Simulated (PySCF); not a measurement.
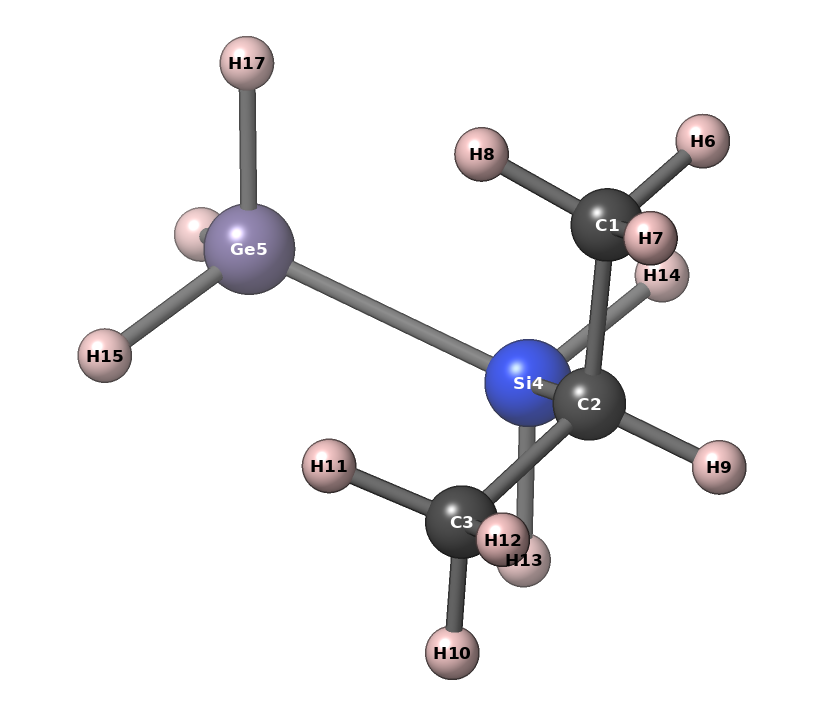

Si4 lies behind C2. The molecule seen a little off the C2–Si4 bond, C2 in front. Distant atoms are faded towards the background colour. The computed structure is the end point of a PBE0-D3(BJ)/def2-SVP optimisation. No frequency run is at hand to confirm it as a minimum.

Question: What is the torsion angle C1–C2–Si4–Ge5? The sign is positive where the front bond must turn clockwise to cover the back bond.

Answer: −63°, synclinal (gauche). The bonds about C2–Si4 are staggered.
